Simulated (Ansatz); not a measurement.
# C3H4AlF (SMILES C#[C][Al]([CH3])[F]) at B3LYP/cc-pVDZ

Aim: the energy change on altering one bond length of C3H4AlF at B3LYP/cc-pVDZ, from 2 runs. 

The calculation is run with Ansatz 0.2.0.

60 further runs of the same task are left out: 60 set aside as unsound or not needed.

**1. The molecule**

C3H4AlF: 9 atoms, total charge 0, spin state singlet. As SMILES, `C#[C][Al]([CH3])[F]`. Geometry: relaxed at PBE0-D4/def2-TZVP.

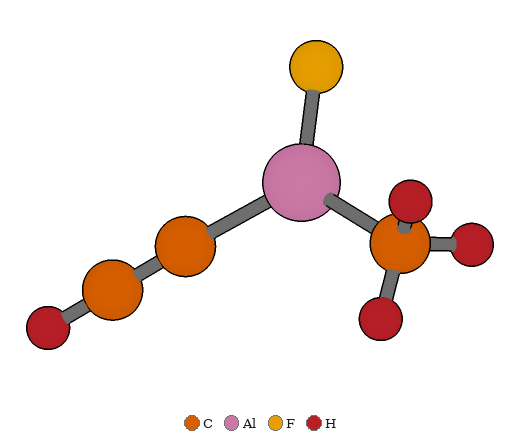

The structure, seen from a chosen angle (carbon orange, aluminium pink, fluorine amber, hydrogen red).

**2. A single-point energy at B3LYP/cc-pVDZ**

run.yaml reads:

```yaml
crystal:
  periodic: [false, false, false]
  atoms:
    - {symbol: C, position_ang: [0.214800, 2.769900, 0.344200]}
    - {symbol: C, position_ang: [0.305500, 1.631300, -0.055000]}
    - {symbol: Al, position_ang: [0.406600, -0.178300, -0.626600]}
    - {symbol: C, position_ang: [-0.438400, -1.662200, 0.274100]}
    - {symbol: F, position_ang: [1.286200, -0.460300, -1.993400]}
    - {symbol: H, position_ang: [0.139200, 3.776200, 0.690400]}
    - {symbol: H, position_ang: [-1.159600, -2.156900, -0.383600]}
    - {symbol: H, position_ang: [0.298900, -2.419800, 0.555700]}
    - {symbol: H, position_ang: [-0.964600, -1.346100, 1.177300]}
basis:
  gaussian:
    orbitals: cc-pVDZ
hamiltonian:
  xc: {name: B3LYP}
accuracy: high
output: {orbitals: {seedname: orbitals}}
```

Run with:

```
$ ansatz run run.yaml --threads 1 --pin off --max-ram 3480MiB --events-out events.jsonl --progress --plain --runs-dir runs
```

The log of the run:

```text
Warning: RAYON_NUM_THREADS=1 ignored (pool sized by the plan → 1); use --threads N
Functional definition: B3LYP
  name "B3LYP"
  parameter a0 = 0.2
  parameter ax = 0.72
  parameter ac = 0.81
  exchange = (1 - a0 - ax)*slater_x + ax*b88_x + a0*exact_x
  correlation = (1 - ac)*vwn_rpa_c + ac*lyp_c
2085 factors; integrals over basis functions are off by at most 7.7e-9 eV
mean field evaluation 1: about -12480.4047 eV, gradient 6.8e1 eV
mean field evaluation 2: about -12474.6224 eV, gradient 8.6e1 eV
mean field evaluation 4: about -12491.1751 eV, gradient 3.6e0 eV
mean field evaluation 8: about -12491.3438 eV, gradient 4.8e-1 eV
mean field evaluation 16: about -12491.3443 eV, gradient 9.9e-6 eV
mean field -12491.34433011 eV, -459.0484371944 hartree, gradient 2.1e-8 eV, S^2 0.000000; 0 other end points of the search recorded, 0 dependent functions left out
reference -12491.34437439 eV, -459.0484388216 hartree; 22, 22 occupied and 72, 72 virtual orbitals, 2085 factors
Total energy: -12491.34437439 eV, -459.0484388216 hartree
```

It took 4.2 s on 1 thread of AMD EPYC 9R45 (Zen 5), shared host; peak memory 0.33 GiB.

**3. The distorted shape**

run.yaml reads:

```yaml
crystal:
  periodic: [false, false, false]
  atoms:
    - {symbol: C, position_ang: [-0.375022, 3.375962, 0.118927]}
    - {symbol: C, position_ang: [-0.284322, 2.237362, -0.280273]}
    - {symbol: Al, position_ang: [-0.183222, 0.427762, -0.851873]}
    - {symbol: C, position_ang: [-1.028222, -1.056138, 0.048827]}
    - {symbol: F, position_ang: [0.696378, 0.145762, -2.218673]}
    - {symbol: H, position_ang: [-0.450622, 4.382262, 0.465127]}
    - {symbol: H, position_ang: [-1.749422, -1.550838, -0.608873]}
    - {symbol: H, position_ang: [0.298900, -2.419800, 0.555700]}
    - {symbol: H, position_ang: [-1.554422, -0.740038, 0.952027]}
basis:
  gaussian: {orbitals: cc-pVDZ}
hamiltonian: {xc: {name: B3LYP}}
accuracy: high
output: {orbitals: {seedname: orbitals}}
```

Run with:

```
$ ansatz run run.yaml --threads 1 --pin off --max-ram 3480MiB --events-out events.jsonl --progress --plain --runs-dir runs
```

The log of the run (excerpt; [...] marks lines left out):

```text
Warning: RAYON_NUM_THREADS=1 ignored (pool sized by the plan → 1); use --threads N
[... 7 set-up lines as earlier in the session ...]
2076 factors; integrals over basis functions are off by at most 1.1e-8 eV
mean field evaluation 1: about -12475.1169 eV, gradient 7.0e1 eV
mean field evaluation 2: about -12461.8253 eV, gradient 9.4e1 eV
mean field evaluation 4: about -12487.7236 eV, gradient 8.0e0 eV
mean field evaluation 8: about -12488.0535 eV, gradient 8.1e-1 eV
mean field evaluation 16: about -12488.0554 eV, gradient 8.7e-5 eV
mean field -12488.05540993 eV, -458.9275716071 hartree, gradient 3.2e-8 eV, S^2 0.000000; 0 other end points of the search recorded, 0 dependent functions left out
reference -12488.05545514 eV, -458.9275732685 hartree; 22, 22 occupied and 72, 72 virtual orbitals, 2076 factors
Total energy: -12488.05545514 eV, -458.9275732685 hartree
```

Run time: 3.9 s. Hardware: 1 thread of AMD EPYC 9R45 (Zen 5), shared host; peak memory 0.33 GiB.

**4. Results**

Level: B3LYP/cc-pVDZ.

| quantity | value |
| --- | --- |
| first shape: total energy | -459.04844 Eh |
| first shape: HOMO energy | -7.88 eV |
| first shape: LUMO energy | -1.29 eV |
| first shape: HOMO–LUMO gap | 6.59 eV |
| distorted shape: total energy | -458.92757 Eh |
| distorted shape: HOMO energy | -7.89 eV |
| distorted shape: LUMO energy | -2.62 eV |
| distorted shape: HOMO–LUMO gap | 5.27 eV |
| energy change with the C4–H8 bond stretched from 1.094 to 1.969 Å | 3.289 eV |

What this shows: With the C4–H8 bond stretched from 1.094 to 1.969 Å the energy rises by 3.29 eV (317 kJ/mol). The first shape isn't relaxed at this level, so the change isn't measured from a minimum.
